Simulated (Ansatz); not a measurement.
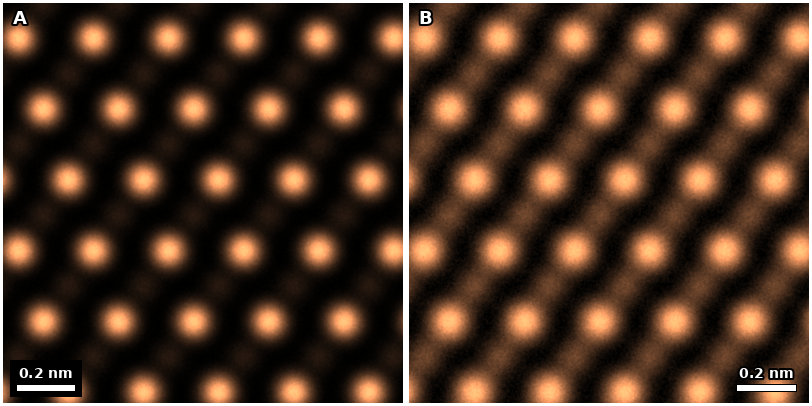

Two simulated images of the same area of TiC (Fm-3m, No. 225) along [110], with a probe of 0.92 Å. One is incoherent Z contrast (Z^1.6 per atom), the other the projected potential of neutral atoms blurred by the probe (iDPC-like, thin sample). Brightness is counted from the darkest point of the image. Shot noise was added. Model: coordinates from a relaxation with DFT PBEsol, scalar-relativistic, plane waves, PAW in Ansatz 0.2.0.

Which panel is which, and how can one tell?

A is the Z-contrast image and B the potential image. The columns of 1 C per repeat reach about 12 % of the brightest peak (1 Ti) in A but about 34 % in B, mainly since the potential grows much more slowly with atomic number.
